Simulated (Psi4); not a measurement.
# NF3 (nitrogen trifluoride) at OMP2/cc-pVTZ (density fitting for correlation)

Aim: the vertical ionisation energy of NF3 (nitrogen trifluoride) at OMP2/cc-pVTZ (density fitting for correlation), from 2 runs. 

The results are computed with Psi4 1.11.

### Step 1. The structure to begin with

The species is NF3 (4 atoms), meant as a singlet with charge 0. SMILES: `FN(F)F`. The shape is that of a PBE0-D4/def2-TZVP optimisation.

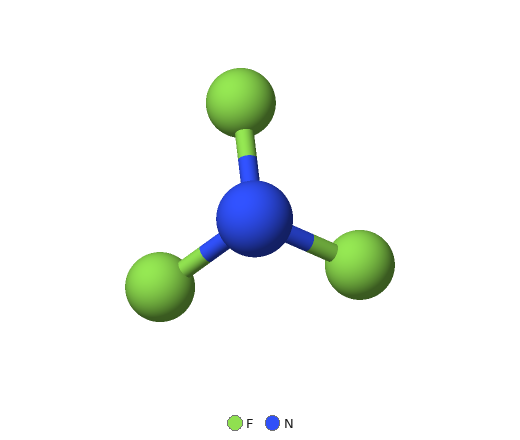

Viewed from a chosen angle; fluorine green, nitrogen blue.

### Step 2. A single-point energy at OMP2/cc-pVTZ (density fitting for correlation)

The input, f3n.xyz:

```xyz
4
F3N
F      0.614010     0.000340     1.066930
N      0.353420    -0.074150    -0.266250
F     -0.636280    -1.006490    -0.312240
F     -0.331150     1.080310    -0.488440
```

The input, calc.py:

```python
import psi4

psi4.set_memory('2200 MB')
psi4.set_num_threads(1)
psi4.core.set_output_file('f3n.out', False)

with open('f3n.xyz') as f:
    atoms = ''.join(f.readlines()[2:])
m = psi4.geometry('0 1\n' + atoms + 'symmetry c1')

psi4.set_options({
    'basis': 'cc-pVTZ',
    'reference': 'rhf',
    'puream': True,
    'e_convergence': 1e-09,
    'd_convergence': 1e-08,
    'scf_type': 'pk',
    'num_frozen_docc': 4,
})

e, wfn = psi4.energy('omp2', return_wfn=True)
print('E =', round(e, 9))
```

Command:

```
$ python calc.py
```

f3n.out:

```text
[...]
  Running in c1 symmetry.
[...]
  Nuclear repulsion =  134.276059580442933
[...]
  Multiplicity = 1
[...]
  Nalpha       = 17
  Nbeta        = 17
[...]
    Number of basis functions: 120
[...]
   @RHF iter   1:  -352.52578522703197   -5.38564e-01   5.35051e-03 ADIIS/DIIS
[...]
   @RHF iter  11:  -352.67833039591375   -2.65459e-11   9.82167e-09 DIIS
[...]
    Orbital Energies [Eh]
    ---------------------
    Doubly Occupied:
       1A    -26.387040     2A    -26.387035     3A    -26.387002
       4A    -15.902433     5A     -1.799649     6A     -1.657932
       7A     -1.657923     8A     -1.117786     9A     -0.854038
      10A     -0.854036    11A     -0.847603    12A     -0.740986
      13A     -0.740983    14A     -0.682831    15A     -0.682827
      16A     -0.680086    17A     -0.554398
[...]
  @RHF Final Energy:  -352.67833039591375
   => Energetics <=
    Nuclear Repulsion Energy =            134.2760595804429329
    One-Electron Energy =                -758.0396050506071788
    Two-Electron Energy =                 271.0852150742504705
    Total Energy =                       -352.6783303959137470
[...]
 Multipole Moments:
 ------------------------------------------------------------------------------------
     Multipole            Electronic (a.u.)      Nuclear  (a.u.)        Total (a.u.)
 ------------------------------------------------------------------------------------
 L = 1.  Multiply by 2.5417464519 to convert [e a0] to [Debye]
 Dipole X            :         -0.1542799            0.2619290            0.1076490
 Dipole Y            :          0.0324185           -0.0549564           -0.0225379
 Dipole Z            :          0.1162390           -0.1973249           -0.0810860
 Magnitude           :                                                    0.1366426
[...]
	Warning: cc_lambda option is changed to TRUE
	For this residual convergence, default PCG convergence is:     1.00e-07
[...]
	DF-MP2 Total Energy (a.u.)         :  -353.64271407145822
[...]
	DF-MP2 Total Energy (a.u.)         :  -353.66161013889160
[...]
	DF-OMP2 Total Energy (a.u.)        :  -353.66161013893640
[...]
```

The script printed:

```text
E = -353.661610139
```

Run time: 26 s. Hardware: 1 thread of Intel Xeon 6975P-C (Granite Rapids), shared host; peak memory 0.61 GiB.

### Step 3. The doublet cation

f3n.xyz is that of step 2.

The input, f3n_ase.py:

```python
import numpy as np
from ase.calculators.psi4 import Psi4
from ase.io import read

a = read('f3n.xyz')
calc = Psi4(atoms=a, method='omp2', basis='cc-pVTZ', memory='2200MB', num_threads=1, charge=1, multiplicity=2, label='calc', reference='uhf')
calc.psi4.set_options({'puream': True, 'e_convergence': 1e-09, 'd_convergence': 1e-08, 'scf_type': 'pk', 'num_frozen_docc': 4, 'maxiter': 100})
a.calc = calc

print(f'energy: {a.get_potential_energy():.6f} eV')
```

Command:

```
$ python f3n_ase.py
```

calc.dat:

```text
[...]
  Running in c1 symmetry.
[...]
  Nuclear repulsion =  134.276059580442933
[...]
  Multiplicity = 2
[...]
  Nalpha       = 17
  Nbeta        = 16
[...]
    Number of basis functions: 120
[...]
   @UHF iter   1:  -351.84465241697052    1.42569e-01   7.39726e-03 DIIS/ADIIS
[...]
   @UHF iter  16:  -352.19908039132656   -2.04636e-12   7.43566e-09 DIIS
[...]
   @S^2 Observed:                7.823031393E-01
[...]
    Orbital Energies [Eh]
    ---------------------
    Alpha Occupied:
       1A    -26.759062     2A    -26.759061     3A    -26.759026
       4A    -16.354414     5A     -2.161004     6A     -2.010850
       7A     -2.010845     8A     -1.513945     9A     -1.240197
      10A     -1.209670    11A     -1.209668    12A     -1.094322
      13A     -1.094320    14A     -1.024864    15A     -1.019923
      16A     -1.019919    17A     -0.999976
    Alpha Virtual:
      18A     -0.134127    19A     -0.134115    20A     -0.075677
      21A      0.237983    22A      0.266476    23A      0.266477
      24A      0.339662    25A      0.587674    26A      0.587676
[...]
  @UHF Final Energy:  -352.19908039132656
   => Energetics <=
    Nuclear Repulsion Energy =            134.2760595804429329
    One-Electron Energy =                -745.9858547102428474
    Two-Electron Energy =                 259.5107147384733253
    Total Energy =                       -352.1990803913265609
  UHF NO Occupations:
  HONO-2 :   15  A 1.9951492
  HONO-1 :   16  A 1.9941520
[...]
 Multipole Moments:
 ------------------------------------------------------------------------------------
     Multipole            Electronic (a.u.)      Nuclear  (a.u.)        Total (a.u.)
 ------------------------------------------------------------------------------------
 L = 1.  Multiply by 2.5417464519 to convert [e a0] to [Debye]
 Dipole X            :          0.2220616            0.2619290            0.4839905
 Dipole Y            :         -0.0465864           -0.0549564           -0.1015428
 Dipole Z            :         -0.1672836           -0.1973249           -0.3646086
 Magnitude           :                                                    0.6144080
[...]
	Warning: cc_lambda option is changed to TRUE
	For this residual convergence, default PCG convergence is:     1.00e-07
[...]
	DF-SCS-MP2 Total Energy (a.u.)     :  -353.11337197900502
	DF-SOS-MP2 Total Energy (a.u.)     :  -353.09953455288638
[...]
	DF-SCS-OMP2 Total Energy (a.u.)    :  -353.14215101465419
	DF-SOS-OMP2 Total Energy (a.u.)    :  -353.04828737338249
	DF-SCS(N)-OMP2 Total Energy (a.u.) :  -352.64429762579169
[...]
	DF-OMP2 Total Energy (a.u.)        :  -353.17994666853366
[...]
```

The script printed:

```text
energy: -9610.515865 eV
```

Run time: 61 s. Hardware: 1 thread of Intel Xeon 6975P-C (Granite Rapids), shared host; peak memory 0.63 GiB.

### Step 4. Outcome

Level: OMP2/cc-pVTZ (density fitting for correlation), 4 core orbitals frozen.

```
                                                                  quantity          value
                                                 singlet NF3: total energy  -353.66161 Eh
                          singlet NF3: HOMO energy (Hartree–Fock orbitals)      -15.09 eV
                          singlet NF3: LUMO energy (Hartree–Fock orbitals)        6.67 eV
                        singlet NF3: HOMO–LUMO gap (Hartree–Fock orbitals)       21.75 eV
                  singlet NF3: correlation energy (4 core orbitals frozen)     -983.3 mEh
                                              doublet cation: total energy  -353.17995 Eh
doublet cation: HOMO energy (Hartree–Fock orbitals) (highest over α and β)      -27.21 eV
 doublet cation: LUMO energy (Hartree–Fock orbitals) (lowest over α and β)      -10.96 eV
               doublet cation: correlation energy (4 core orbitals frozen)     -980.9 mEh
                         doublet cation: ⟨S²⟩ of the reference determinant          0.782
                        vertical ionisation energy (to the doublet cation)      13.107 eV
```

In words: Removing an electron at fixed nuclei costs 13.11 eV (1265 kJ/mol).
